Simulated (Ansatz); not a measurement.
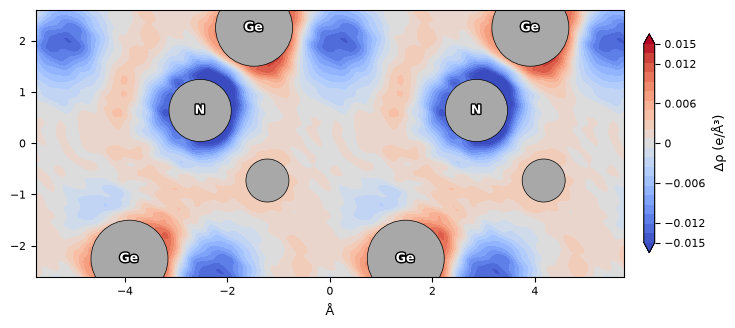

Li$_{2}$Ge$_{2}$N$_{3}$. Difference of the valence pseudo-densities of two functionals at the same geometry, on the (001) plane of the calculation cell: one of PBE and r2SCAN less the other.

Space group Imm2; a generated structure, not necessarily the stable one; computed without spin polarisation.

Both computed with Ansatz (plane waves, PAW), on the same k-point mesh. Grey discs cover the atomic cores.

Q: Which was subtracted from which, and what does the map show?

A: It is PBE less r2SCAN. Against r2SCAN, PBE gives less density around N (−0.011 e/Å³ on average at 0.8 Å from the nucleus) and a change of −0.007 e/Å³ at the midpoint of Ge–N.
